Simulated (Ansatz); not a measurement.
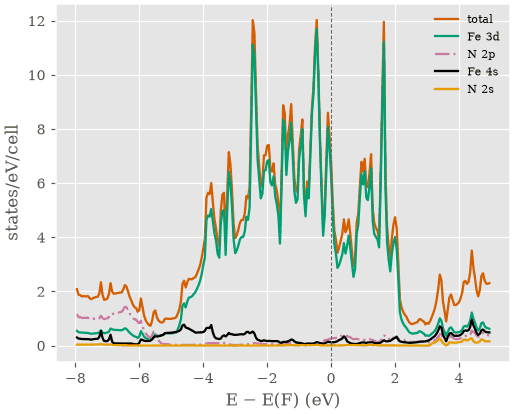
Total and projected density of states of Fe₄N in space group Pm-3m (No. 221; Fe on 3c, Fe on 1a, N on 1b), PBEsol (plane waves, PAW; program Ansatz)

### Question
Which orbitals carry the states next to the Fermi level?

### Answer
Within 0.5 eV of the Fermi level: Fe 3d 92 %. Projections are on Löwdin-orthogonalised atomic valence shells; empty p or d shells of many metals are not among them.

### Question
Where is the tallest occupied peak in this window, and what makes it?

### Answer
Near -0.4 eV, about 12 states/eV per cell; the largest projected share is Fe 3d.

The first step of the workflow began from a Materials Project structure, measured or hypothetical; the Crystallography Open Database copy checked does not list it. COD files the formula under space group No. 215, so this cell is another polymorph or a model. Whether it is the stable phase at ambient conditions was not checked. Symmetry was held in the PBEsol relaxation; whether a distortion lowers the energy is not shown. Spin order of the final state: ferromagnetic, chosen from 5 collinear starts compared on coarse meshes (ties went to the first, and starts can fall back to one state), not a proven ground state. No Hubbard U is applied.

Potentials: the later of the program's two PAW sets.
